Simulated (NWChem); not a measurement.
**CH2AlN (SMILES N#[C][AlH2]): levels of theory compared**

Wanted: a comparison of 6 runs (B3LYP/6-31G*, B3LYP/aug-cc-pVDZ, PBE0/aug-cc-pVDZ, SVWN5/aug-cc-pVDZ, MP2/aug-cc-pVDZ) of CH2AlN. 

Program for the calculation: NWChem 7.3.0.

## (1) The molecule

The species is CH2AlN (5 atoms), meant as a singlet with charge 0. SMILES: `N#[C][AlH2]`. Geometry: relaxed at PBE0-D4/def2-TZVP.

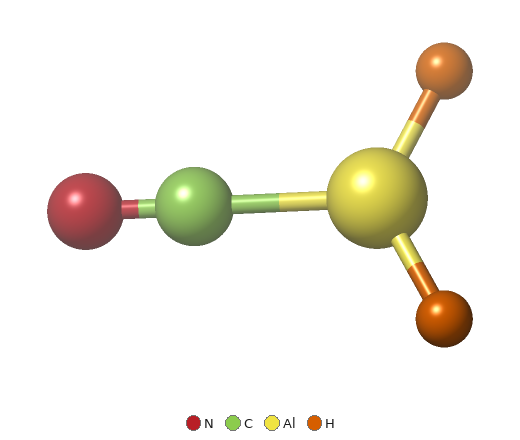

Viewed from a chosen angle; nitrogen red, carbon green, aluminium yellow, hydrogen orange.

## (2) Energy and gradient at B3LYP/6-31G(d) (Cartesian functions) (run 1)

mymol.nw reads:

```
start mymol
memory stack 880 mb heap 220 mb global 1100 mb
geometry units angstrom noautosym nocenter noautoz
N        1.382300      -1.346000       1.394200
C        0.714200      -0.698000       0.711800
Al      -0.407200       0.390000      -0.434600
H       -1.629700      -0.322900      -1.120200
H       -0.009700       1.903200      -0.592600
end
basis "ao basis"
N library 6-31G*
C library 6-31G*
Al library 6-31G*
H library 6-31G*
end
dft
xc b3lyp
grid xfine
convergence energy 1e-08
iterations 100
mulliken
print low
end
task dft gradient
```

Run with:

```bash
nwchem mymol.nw > mymol.out
```

The log of the run:

```text
[...]
 d= 0,ls=0.0,diis     1   -336.4097609070 -4.05D+02  2.22D-02  4.83D-01     2.1
[...]
 d= 0,ls=0.0,diis    10   -336.4718928367 -2.60D-09  1.85D-07  5.66D-11    14.7
         Total DFT energy =     -336.471892836704
      One electron energy =     -600.251544054481
           Coulomb energy =      226.431898043275
    Exchange-Corr. energy =      -31.666407400603
 Nuclear repulsion energy =       69.014160575105
[...]
      Total Density - Mulliken Population Analysis
     ---------------------------------------------
    Atom       Charge   Shell Charges
 -----------   ------   -------------------------------------------------------
    1 N    7     7.34   1.99  0.85  2.25  1.08  1.18 -0.02
    2 C    6     5.88   1.99  0.74  1.95  0.61  0.60 -0.01
    3 Al  13    12.63   2.00  1.99  5.96  1.01  1.25  0.16  0.18  0.07
    4 H    1     1.08   0.49  0.58
    5 H    1     1.08   0.49  0.58
[...]
                         DFT ENERGY GRADIENTS
    atom               coordinates                        gradient
                 x          y          z           x          y          z
   1 N       2.612168  -2.543571   2.634656   -0.016419   0.015929  -0.016779
   2 C       1.349642  -1.319029   1.345107    0.015774  -0.015311   0.016125
   3 Al     -0.769496   0.736993  -0.821275   -0.000055   0.000065  -0.000058
   4 H      -3.079686  -0.610193  -2.116871    0.000882   0.000387   0.000530
   5 H      -0.018330   3.596527  -1.119852   -0.000182  -0.001070   0.000182
 Task  times  cpu:       18.6s     wall:       18.6s
 Total times  cpu:       18.7s     wall:       18.7s
```

Wall time 19 s (1 thread of Intel Xeon Platinum 8259CL at 2.50GHz (Skylake/Cascade Lake), shared host); peak memory 0.13 GiB.

## (3) Energy and forces at B3LYP/aug-cc-pVDZ (run 2)

ch2aln.nw reads:

```
start ch2aln
memory stack 880 mb heap 220 mb global 1100 mb

geometry noautosym nocenter noautoz
 N        1.382300      -1.346000       1.394200
 C        0.714200      -0.698000       0.711800
 Al      -0.407200       0.390000      -0.434600
 H       -1.629700      -0.322900      -1.120200
 H       -0.009700       1.903200      -0.592600
end

basis spherical bse
 * library aug-cc-pVDZ
end

dft
 xc b3lyp
 grid fine
 convergence energy 1e-08
 iterations 100
 mulliken
 print low
end

task dft gradient
```

Run with:

```bash
nwchem ch2aln.nw > ch2aln.out
```

The log of the run:

```text
[...]
 d= 0,ls=0.0,diis     1   -336.4380593562 -4.05D+02  2.05D-02  4.09D-01     4.8
[...]
 d= 0,ls=0.0,diis    10   -336.4979377267 -1.39D-09  1.21D-07  1.47D-10    33.3
         Total DFT energy =     -336.497937726682
      One electron energy =     -600.057298062168
           Coulomb energy =      226.212887224594
    Exchange-Corr. energy =      -31.667687464213
 Nuclear repulsion energy =       69.014160575105
[...]
      Total Density - Mulliken Population Analysis
     ---------------------------------------------
    Atom       Charge   Shell Charges
 -----------   ------   -------------------------------------------------------
    1 N    7     7.07   2.02  0.83  0.87  0.08  2.22  0.98  0.03  0.04  0.02
    2 C    6     6.19   2.02  0.70  0.75  0.11  2.00  0.60 -0.04  0.04  0.02
    3 Al  13    13.09   2.00  2.05  0.73  0.45  0.02  6.03  1.08  0.46  0.02  0.23  0.04
    4 H    1     0.82   0.72  0.15 -0.05  0.01 -0.00
    5 H    1     0.82   0.72  0.15 -0.05  0.01 -0.00
[...]
                         DFT ENERGY GRADIENTS
    atom               coordinates                        gradient
                 x          y          z           x          y          z
   1 N       2.612168  -2.543571   2.634656   -0.016076   0.015595  -0.016426
   2 C       1.349642  -1.319029   1.345107    0.013013  -0.012631   0.013299
   3 Al     -0.769496   0.736993  -0.821275    0.002703  -0.002612   0.002763
   4 H      -3.079686  -0.610193  -2.116871    0.000541   0.000318   0.000300
   5 H      -0.018330   3.596527  -1.119852   -0.000182  -0.000670   0.000064
 Task  times  cpu:       57.7s     wall:       57.7s
 Total times  cpu:       57.7s     wall:       57.7s
```

Run time: 58 s. Hardware: 1 thread of Intel Xeon Platinum 8259CL at 2.50GHz (Skylake/Cascade Lake), shared host; peak memory 0.12 GiB.

Runs 3 to 5 aren't shown in full; the table further down has their settings and results.

## (4) Energy and gradient at MP2/aug-cc-pVDZ (run 6)

calc.xyz reads:

```xyz
5

N      1.382300    -1.346000     1.394200
C      0.714200    -0.698000     0.711800
Al    -0.407200     0.390000    -0.434600
H     -1.629700    -0.322900    -1.120200
H     -0.009700     1.903200    -0.592600
```

run.py reads:

```python
from ase.io import read
from ase.calculators.nwchem import NWChem

system = read('calc.xyz')

calc = NWChem(
    label='calc',
    theory='mp2',
    memory='2200 mb',
    basis='aug-cc-pVDZ',
    basispar='spherical bse',
    scf={'nopen': '0', 'rhf': None, 'thresh': '1e-08', 'maxiter': '80'},
    mp2={'freeze': 'core 7', 'tight': None},
)
system.calc = calc

forces = system.get_forces()
e = system.get_potential_energy()
print(f"E = {e:.6f} eV")
print("forces (eV/A):")
for s, f in zip(system.symbols, forces):
    print(f"{s:2s} {f[0]:10.5f} {f[1]:10.5f} {f[2]:10.5f}")
```

Run with:

```bash
export ASE_NWCHEM_COMMAND="nwchem PREFIX.nwi > PREFIX.nwo"
python run.py
```

The log of the run:

```text
E = -9136.445605 eV
forces (eV/A):
N     2.46132   -2.38748    2.51438
C    -2.20272    2.13690   -2.25018
Al   -0.22739    0.22004   -0.23243
H    -0.02684   -0.00005   -0.01954
H    -0.00442    0.03054   -0.01219
```

The calculator wrote calc.nwi:

```
title "calc"

permanent_dir calc

scratch_dir calc

start calc

geometry units angstrom nocenter noautosym noautoz
  N  1.3823000000000001e+00 -1.3460000000000001e+00 1.3942000000000001e+00
  C  7.1419999999999995e-01 -6.9799999999999995e-01 7.1179999999999999e-01
  Al -4.0720000000000001e-01 3.9000000000000001e-01 -4.3459999999999999e-01
  H  -1.6296999999999999e+00 -3.2290000000000002e-01 -1.1202000000000001e+00
  H  -9.7000000000000003e-03 1.9032000000000000e+00 -5.9260000000000002e-01
end

memory 2200 mb

basis spherical bse noprint
   * library aug-cc-pVDZ
end

scf
  nopen 0
  rhf
  thresh 1e-08
  maxiter 80
end
mp2
  freeze core 7
  tight
end

task mp2 gradient
```

calc.nwo:

```text
Northwest Computational Chemistry Package (NWChem) 7.3.0
             --------------------------------------------------------

           Job information
           ---------------

    nwchem branch   = 7.3.0
    use scalapack   = T
    input           = calc.nwi
    prefix          = calc.
    data base       = calc/calc.db
    status          = startup
    nproc           =        1

           Memory information
           ------------------

[... 5 lines left out ...]
    hardfail = no
[... 128 lines left out ...]
 Convergence threshold     :          1.000E-08
[... 17 lines left out ...]
      One-electron energy =   -599.803975018175
[... 34 lines left out ...]
                       ROHF Final Molecular Orbital Analysis
[... 550 lines left out ...]
  MP2 natural orbitals output to calc/calc.mp2nos
[... 11 lines left out ...]
                 ----------------------------------------
                 |  Time  |  1-e(secs)   |  2-e(secs)   |
                 ----------------------------------------
                 |  CPU   |       0.01   |      24.38   |
                 ----------------------------------------
                 |  WALL  |       0.01   |      24.38   |
                 ----------------------------------------
 -----------------------
 Task  times  cpu:      133.3s     wall:      133.3s
 Total times  cpu:      133.3s     wall:      133.3s
```

Wall time 2.2 min (1 thread of Intel Xeon Platinum 8259CL at 2.50GHz (Skylake/Cascade Lake), shared host); peak memory 0.21 GiB.

## (5) Overview of the runs

```tsv
run	level	Cartesian functions	integration grid	energy (Eh)	largest force (eV/Å)	wall time
1	B3LYP/6-31G* (Cartesian functions)	yes	xfine	-336.471893	1.459	19 s
2	B3LYP/aug-cc-pVDZ	no	fine	-336.497938	1.428	58 s
3	B3LYP/6-31G* (spherical functions)	no	xfine	-336.467685	1.459	16 s
4	PBE0/aug-cc-pVDZ	no	fine	-336.241422	1.290	59 s
5	SVWN5/aug-cc-pVDZ	no	fine	-334.593668	2.098	54 s
6	MP2/aug-cc-pVDZ	no	–	-335.758186	4.252	2.2 min
```

## (6) Results

| quantity | value |
| --- | --- |
| run 6: total energy | -335.75819 Eh |
| run 6: dipole moment (of the density that the program reports) | 3.39 D |
| run 6: HOMO energy (Hartree–Fock orbitals) | -12.35 eV |
| run 6: LUMO energy (Hartree–Fock orbitals) | -0.02 eV |
| run 6: HOMO–LUMO gap (Hartree–Fock orbitals) | 12.34 eV |
| run 6: correlation energy (7 core orbitals frozen) | -353.2 mEh |
| run 6: largest force on an atom | 4.252 eV/Å |

In words: Over runs 3, 4, 5, 6 the dipole moment (its size) runs from 3.21 D (B3LYP/6-31G*) to 3.45 D (PBE0/aug-cc-pVDZ). The two ends differ in method and basis. Totals of different functionals can't be ranked against each other. All runs together took 5.7 min, the longest 2.2 min.
